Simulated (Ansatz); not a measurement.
System: C2H4NSi (charge +1).

The calculation's input:

```
crystal:
  periodic: [false, false, false]
  atoms:
    - { symbol: C, position_ang: [-0.42541, 0.43805, -0.36357] }
    - { symbol: C, position_ang: [0.42593, -0.23053, 0.7432] }
    - { symbol: Si, position_ang: [0.65829, -1.39835, -0.74935] }
    - { symbol: "N", position_ang: [-0.31643, -0.40267, -1.59927] }
    - { symbol: H, position_ang: [-0.04274, 1.42928, -0.6158] }
    - { symbol: H, position_ang: [-1.48193, 0.46873, -0.08893] }
    - { symbol: H, position_ang: [1.30211, 0.32198, 1.07643] }
    - { symbol: H, position_ang: [-0.11981, -0.6265, 1.59729] }
total_charge: 1
basis:
  gaussian: { orbitals: cc-pVDZ }
hamiltonian:
  xc: b3lyp
relax:
  f_tol: 0.02
  max_steps: 50
output:
  orbitals: {}
```

Command:

```sh
ansatz run input.yaml --threads 1 --pin off --max-ram 2048MiB --backend cpu --events-out ev --progress --plain --runs-dir out
```

The fields are those of the relaxed geometry.

Method: RKS B3LYP/cc-pVDZ in Ansatz.

> Predict the electron density and electron localisation function between the atoms.

C–N (1.51 Å): ρ at the midpoint is about 1.6 e/Å³; the ELF peaks at about 0.85 between the atoms (localised, covalent bonding).
C–C (1.53 Å): ρ is about 1.6 e/Å³ halfway; the ELF peaks at about 0.95 between the atoms (a shared electron pair).

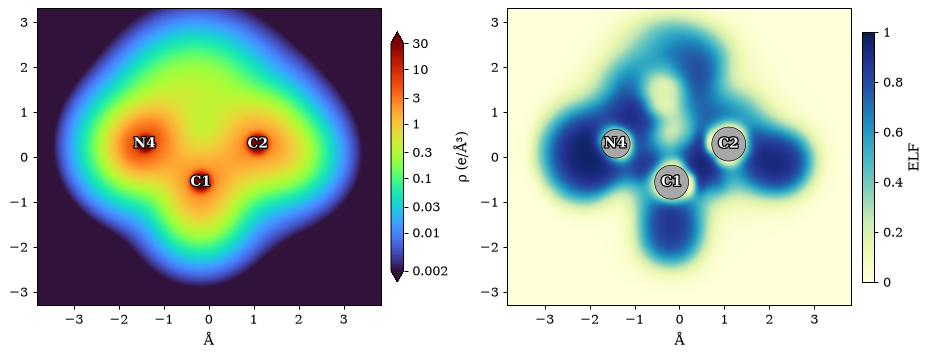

Computed electron density and electron localisation function on the plane of atoms C2, C1 and N4, in this order. Grey discs cover the atomic cores in the ELF map. 
